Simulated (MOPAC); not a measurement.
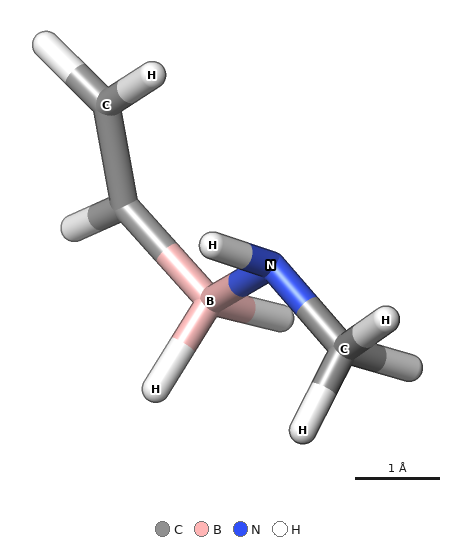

*The structure (stick view, seen at a tilt).*

Bond lengths as drawn: B–C 1.61 Å, B–H 1.22 to 1.25 Å, B–N 1.56 Å, C–C 1.32 Å, C–H 1.08 to 1.12 Å, C–N 1.43 Å and H–N 1.02 Å.

**Excited-state calculation of C$_{3}$H$_{9}$BN (charge −1)**

- system: C$_{3}$H$_{9}$BN, charge −1, SMILES C=C[BH2-]NC
- method: PM7-HH, closed shell, dispersion built in, COSMO solvent dmso (MOPAC 23.2.5)

The geometry comes from this level: GFN2-xTB.

Input (run.mop):
```
PM7-HH EPS=46.8 MECI C.I.=(6,5) CHARGE=-1 SINGLET 1SCF CISD ROOT=2 AUX(PRECISION=6) THREADS=1
excited of C3H9BN

C     -1.107330     1.542310     1.449080
C     -1.392800     1.011560     0.269580
B     -0.496570     0.032080    -0.645200
N      0.833650    -0.356580     0.066970
C      1.640600    -1.286180    -0.662630
H     -0.160100     1.352130     1.933850
H     -1.779530     2.200960     2.004390
H     -2.374630     1.267230    -0.145900
H     -1.176020    -0.982080    -0.901480
H     -0.230600     0.595740    -1.699320
H      0.609630    -0.761960     0.972690
H      1.147320    -2.258780    -0.900460
H      2.573860    -1.523770    -0.121320
H      1.912530    -0.832680    -1.620260
```

Launched with:
```bash
mopac run.mop
```

Log:
```
MOPAC v23.2.5
PM7-HH CALCULATION RESULTS

 *  PM7        - The PM7 Hamiltonian to be used
 *  CISD       - C.I. USES 1 AND 2 ELECTRON EXCITATIONS
 *  SINGLET    - SPIN STATE DEFINED AS A SINGLET
 *
 *
 *
 *                 CHARGE ON SYSTEM = -1
 *
 *
 *
 *  C.I.=(N,M) - 5 DOUBLY FILLED LEVELS USED IN A C.I. INVOLVING 6 M.O.'S
 *  ROOT       - IN A C.I. CALCULATION, ROOT "2" TO BE OPTIMIZED.
 *  EPS=46.8   - USE COSMO IMPLICIT SOLVATION MODEL
 *  1SCF       - DO 1 SCF AND THEN STOP
 *  THREADS=1  - MULTI-THREADING NOT USED
 *  AUX        - OUTPUT AUXILIARY INFORMATION
 *  MECI       - M.E.C.I. WORKING TO BE PRINTED
PM7-HH EPS=46.8 MECI C.I.=(6,5) CHARGE=-1 SINGLET 1SCF CISD ROOT=2 AUX(PRECISION=6) THREADS=1
 excited of C3H9BN

   ATOM   CHEMICAL          X               Y               Z
  NUMBER   SYMBOL      (ANGSTROMS)     (ANGSTROMS)     (ANGSTROMS)

     1       C         -1.10733000  *   1.54231000  *   1.44908000  *
     2       C         -1.39280000  *   1.01156000  *   0.26958000  *
     3       B         -0.49657000  *   0.03208000  *  -0.64520000  *
     4       N          0.83365000  *  -0.35658000  *   0.06697000  *
     5       C          1.64060000  *  -1.28618000  *  -0.66263000  *
     6       H         -0.16010000  *   1.35213000  *   1.93385000  *
     7       H         -1.77953000  *   2.20096000  *   2.00439000  *
     8       H         -2.37463000  *   1.26723000  *  -0.14590000  *
     9       H         -1.17602000  *  -0.98208000  *  -0.90148000  *
    10       H         -0.23060000  *   0.59574000  *  -1.69932000  *
    11       H          0.60963000  *  -0.76196000  *   0.97269000  *
    12       H          1.14732000  *  -2.25878000  *  -0.90046000  *
    13       H          2.57386000  *  -1.52377000  *  -0.12132000  *
    14       H          1.91253000  *  -0.83268000  *  -1.62026000  *

          CARTESIAN COORDINATES

    NO.       ATOM           X           Y           Z

     1         C         -1.1073      1.5423      1.4491
     2         C         -1.3928      1.0116      0.2696
     3         B         -0.4966      0.0321     -0.6452
     4         N          0.8337     -0.3566      0.0670
     5         C          1.6406     -1.2862     -0.6626
     6         H         -0.1601      1.3521      1.9339
     7         H         -1.7795      2.2010      2.0044
     8         H         -2.3746      1.2672     -0.1459
     9         H         -1.1760     -0.9821     -0.9015
    10         H         -0.2306      0.5957     -1.6993
    11         H          0.6096     -0.7620      0.9727
    12         H          1.1473     -2.2588     -0.9005
    13         H          2.5739     -1.5238     -0.1213
    14         H          1.9125     -0.8327     -1.6203

           Empirical Formula: C3 H9 N B  =    14 atoms

      MOLECULAR POINT GROUP   :   C1

 SINGLET STATE CALCULATION

      RHF CALCULATION, NO. OF DOUBLY OCCUPIED LEVELS = 15

 -------------------------------------------------------------------------------
 PM7-HH EPS=46.8 MECI C.I.=(6,5) CHARGE=-1 SINGLET 1SCF CISD ROOT=2 AUX(PRECISION=6) THREADS=1
 excited of C3H9BN

     1SCF WAS SPECIFIED, SO BFGS WAS NOT USED
     SCF FIELD WAS ACHIEVED

                              PM7-HH CALCULATION

          FINAL HEAT OF FORMATION =         19.82863 KCAL/MOL =      82.96300 KJ/MOL
          VAN DER WAALS AREA      =        129.23 SQUARE ANGSTROMS

          DIELECTRIC ENERGY       =         -3.05728 EV
          COSMO AREA              =        129.23 SQUARE ANGSTROMS
          COSMO VOLUME            =        115.34 CUBIC ANGSTROMS

          IONIZATION POTENTIAL    =          8.362326 EV          STATE:   2 SINGLET A
          HOMO LUMO ENERGIES (EV) =         -8.362  1.536
          NO. OF FILLED LEVELS    =         15
          MOLECULAR WEIGHT        =         69.9208         POINT GROUP:  C1

          MOLECULAR DIMENSIONS (Angstroms)

            Atom       Atom       Distance
            H    13    H     7     6.11100
            H     6    H     9     3.41754
            H    10    H    11     2.50181

          SCF CALCULATIONS        =          2

          WALL-CLOCK TIME         =      0.020 SECONDS
          COMPUTATION TIME        =      0.022 SECONDS

   ATOM   CHEMICAL          X               Y               Z
  NUMBER   SYMBOL      (ANGSTROMS)     (ANGSTROMS)     (ANGSTROMS)

     1       C         -1.10733000  *   1.54231000  *   1.44908000  *
     2       C         -1.39280000  *   1.01156000  *   0.26958000  *
     3       B         -0.49657000  *   0.03208000  *  -0.64520000  *
     4       N          0.83365000  *  -0.35658000  *   0.06697000  *
     5       C          1.64060000  *  -1.28618000  *  -0.66263000  *
     6       H         -0.16010000  *   1.35213000  *   1.93385000  *
     7       H         -1.77953000  *   2.20096000  *   2.00439000  *
     8       H         -2.37463000  *   1.26723000  *  -0.14590000  *
     9       H         -1.17602000  *  -0.98208000  *  -0.90148000  *
    10       H         -0.23060000  *   0.59574000  *  -1.69932000  *
    11       H          0.60963000  *  -0.76196000  *   0.97269000  *
    12       H          1.14732000  *  -2.25878000  *  -0.90046000  *
    13       H          2.57386000  *  -1.52377000  *  -0.12132000  *
    14       H          1.91253000  *  -0.83268000  *  -1.62026000  *

                             CARTESIAN COORDINATES

   1    C       -1.107330000     1.542310000     1.449080000
   2    C       -1.392800000     1.011560000     0.269580000
   3    B       -0.496570000     0.032080000    -0.645200000
   4    N        0.833650000    -0.356580000     0.066970000
   5    C        1.640600000    -1.286180000    -0.662630000
   6    H       -0.160100000     1.352130000     1.933850000
   7    H       -1.779530000     2.200960000     2.004390000
   8    H       -2.374630000     1.267230000    -0.145900000
   9    H       -1.176020000    -0.982080000    -0.901480000
  10    H       -0.230600000     0.595740000    -1.699320000
  11    H        0.609630000    -0.761960000     0.972690000
  12    H        1.147320000    -2.258780000    -0.900460000
  13    H        2.573860000    -1.523770000    -0.121320000
  14    H        1.912530000    -0.832680000    -1.620260000

           Empirical Formula: C3 H9 N B  =    14 atoms

      MOLECULAR POINT GROUP   :   C1

                  EIGENVALUES
 -33.99614 -26.09127 -22.95484 -19.30828 -16.44737 -15.84777 -14.86626 -14.05883
 -13.50488 -12.28202 -12.01968 -11.17024 -10.29110  -9.78156  -8.36233   1.53602
   2.80381   3.12134   3.84103   5.15640   5.72736   5.84815   5.88970   6.39161
   6.70825   6.78472   7.12272   7.38220   9.10509

              NET ATOMIC CHARGES AND DIPOLE CONTRIBUTIONS

  ATOM NO.   TYPE          CHARGE      No. of ELECS.   s-Pop       p-Pop
    1          C          -0.692946        4.6929     1.08993     3.60301
    2          C          -0.436354        4.4364     1.10647     3.32988
    3          B          -0.431175        3.4312     0.59645     2.83472
    4          N          -0.481471        5.4815     1.64501     3.83646
    5          C          -0.233915        4.2339     1.04625     3.18766
    6          H           0.174218        0.8258     0.82578
    7          H           0.189589        0.8104     0.81041
    8          H           0.158281        0.8417     0.84172
    9          H           0.076366        0.9236     0.92363
   10          H           0.054463        0.9455     0.94554
   11          H           0.238806        0.7612     0.76119
   12          H           0.118013        0.8820     0.88199
   13          H           0.130628        0.8694     0.86937
   14          H           0.135496        0.8645     0.86450
 DIPOLE           X         Y         Z       TOTAL
 POINT-CHG.     3.780    -4.146    -1.007     5.700
 HYBRID        -0.192    -0.489     0.624     0.816
 SUM            3.588    -4.636    -0.382     5.875

          ATOMIC ORBITAL ELECTRON POPULATIONS

     Atom    s        px        py        pz
    1  C   1.08993   1.11845   1.35278   1.13179
    2  C   1.10647   1.03348   1.19528   1.10112
    3  B   0.59645   0.88965   0.98390   0.96117
    4  N   1.64501   1.31959   1.34333   1.17354
    5  C   1.04625   1.06251   1.02622   1.09894
    6  H   0.82578
    7  H   0.81041
    8  H   0.84172
    9  H   0.92363
   10  H   0.94554
   11  H   0.76119
   12  H   0.88199
   13  H   0.86937
   14  H   0.86450

          MULTI-ELECTRON CONFIGURATION INTERACTION CALCULATION

          COMPONENT OF SPIN  =  0.0

           NO OF CONFIGURATIONS CONSIDERED = 36

 CONFIGURATIONS CONSIDERED IN C.I.
 M.O. NUMBER :        11  12  13  14  15  16
          ENERGY

              1        1   1   1   1   1   0
          0.0000       1   1   1   1   1   0

              2        1   1   1   1   1   0
          5.2523       1   1   1   1   0   1

              3        1   1   1   1   1   0
          4.7158       1   1   1   0   1   1

              4        1   1   1   1   1   0
          5.0049       1   1   0   1   1   1

              5        1   1   1   1   1   0
          7.5867       1   0   1   1   1   1

              6        1   1   1   1   1   0
          8.0266       0   1   1   1   1   1

              7        1   1   1   1   0   1
          5.2523       1   1   1   1   1   0

              8        1   1   1   1   0   1
         18.7339       1   1   1   1   0   1

              9        1   1   1   1   0   1
         11.6258       1   1   1   0   1   1

             10        1   1   1   1   0   1
         12.7076       1   1   0   1   1   1

             11        1   1   1   1   0   1
         18.1606       1   0   1   1   1   1

             12        1   1   1   1   0   1
         17.3252       0   1   1   1   1   1

             13        1   1   1   0   1   1
          4.7158       1   1   1   1   1   0

             14        1   1   1   0   1   1
         11.6258       1   1   1   1   0   1

             15        1   1   1   0   1   1
          9.9144       1   1   1   0   1   1

             16        1   1   1   0   1   1
         10.3427       1   1   0   1   1   1

             17        1   1   1   0   1   1
         13.5733       1   0   1   1   1   1

             18        1   1   1   0   1   1
         13.7820       0   1   1   1   1   1

             19        1   1   0   1   1   1
          5.0049       1   1   1   1   1   0

             20        1   1   0   1   1   1
         12.7076       1   1   1   1   0   1

             21        1   1   0   1   1   1
         10.3427       1   1   1   0   1   1

             22        1   1   0   1   1   1
         11.5027       1   1   0   1   1   1

             23        1   1   0   1   1   1
         14.6921       1   0   1   1   1   1

             24        1   1   0   1   1   1
         14.9270       0   1   1   1   1   1

             25        1   0   1   1   1   1
          7.5867       1   1   1   1   1   0

             26        1   0   1   1   1   1
         18.1606       1   1   1   1   0   1

             27        1   0   1   1   1   1
         13.5733       1   1   1   0   1   1

             28        1   0   1   1   1   1
         14.6921       1   1   0   1   1   1

             29        1   0   1   1   1   1
         19.5754       1   0   1   1   1   1

             30        1   0   1   1   1   1
         18.9124       0   1   1   1   1   1

             31        0   1   1   1   1   1
          8.0266       1   1   1   1   1   0

             32        0   1   1   1   1   1
         17.3252       1   1   1   1   0   1

             33        0   1   1   1   1   1
         13.7820       1   1   1   0   1   1

             34        0   1   1   1   1   1
         14.9270       1   1   0   1   1   1

             35        0   1   1   1   1   1
         18.9124       1   0   1   1   1   1

             36        0   1   1   1   1   1
         19.4566       0   1   1   1   1   1

  STATE       ENERGY (EV)        Q.N.  SPIN   SYMMETRY              POLARIZATION
         ABSOLUTE     RELATIVE                                X           Y           Z

    1    -0.211399    0.000000     1   SINGLET     A         0.0045      0.0381      0.0444
    2     2.893173    3.104572     1   TRIPLET     A
    3     4.656933    4.868332     2   TRIPLET     A
    4+    4.823441    5.034839     2+  SINGLET     A
    5     5.020676    5.232075     3   SINGLET     A         0.0001      0.0015      0.0117
    7     5.530658    5.742057     4   SINGLET     A         0.0635      0.0425      0.0004
    8     7.193891    7.405289     4   TRIPLET     A
    9     7.296183    7.507581     5   SINGLET     A         0.0191      0.0003      0.0001
   10     7.764721    7.976120     5   TRIPLET     A
   11     7.901256    8.112655     6   SINGLET     A         0.0053      0.0173      0.0294
   12     8.837801    9.049200     7   SINGLET     A         0.0000      0.0827      0.2102
   13     9.005636    9.217035     6   TRIPLET     A
   14     9.223083    9.434482     8   SINGLET     A         0.0146      0.0733      0.2800
   15     9.115515    9.326914     7   TRIPLET     A
   16     9.321729    9.533128     9   SINGLET     A         0.0006      0.0082      0.0226
   17    10.963357   11.174756    10   SINGLET     A         0.0011      0.0001      0.0103
   18    11.530758   11.742157     8   TRIPLET     A
   19    11.684434   11.895833    11   SINGLET     A         0.0010      0.0001      0.0017
   20    11.533752   11.745151     9   TRIPLET     A
   21    12.072122   12.283520    10   TRIPLET     A
   22    11.621369   11.832767    12   SINGLET     A         0.0011      0.0004      0.0007
   23    12.358330   12.569729    13   SINGLET     A         0.0006      0.0071      0.0041
   24    13.908293   14.119692    11   TRIPLET     A
   25    14.051941   14.263339    14   SINGLET     A         0.0013      0.0021      0.0001
   26    14.497681   14.709080    15   SINGLET     A         0.0003      0.0023      0.0000
   27    14.527122   14.738521    12   TRIPLET     A
   28    14.993244   15.204643    16   SINGLET     A         0.0003      0.0032      0.0022
   29    15.973875   16.185274    13   TRIPLET     A
   30    16.749842   16.961240    17   SINGLET     A         0.0005      0.0000      0.0007
   31    16.574529   16.785928    14   TRIPLET     A
   32    18.688087   18.899485    18   SINGLET     A         0.0004      0.0003      0.0003
   33    19.052424   19.263823    19   SINGLET     A         0.0000      0.0001      0.0000
   34    18.911081   19.122479    15   TRIPLET     A
   35    19.185977   19.397376    20   SINGLET     A         0.0000      0.0002      0.0000
   36    20.157856   20.369255    21   SINGLET     A         0.0001      0.0000      0.0000
           The "+" symbol indicates the root used.

 *                    *
 * JOB ENDED NORMALLY *
 *                    *

 TOTAL JOB TIME:             0.03 SECONDS

 == MOPAC DONE ==
```

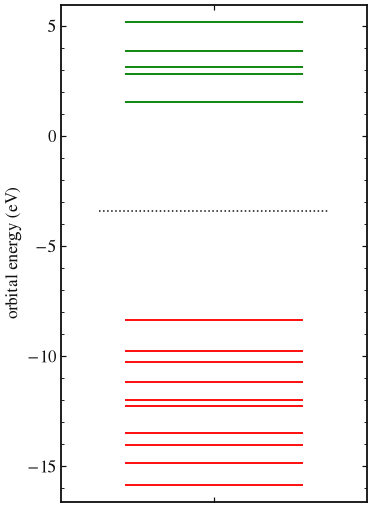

*Orbital energies near the frontier; the dotted line parts filled from empty levels, and levels within 0.02 eV of each other stand side by side.*

Highest filled −8.36 eV, lowest empty 1.54 eV, 9.90 eV apart.

Results in brief:

| quantity | value |
| --- | --- |
| outcome | converged |
| heat of formation | 19.83 kcal/mol |
| basis functions | 29 |
| HOMO | −8.36 eV |
| LUMO | 1.54 eV |
| hardware | 1 thread of Arm Neoverse N1, 54 GiB of memory available, shared host |
| peak memory | 0.078 GiB |

Notes:

MOPAC's energies along a path are heats of formation.
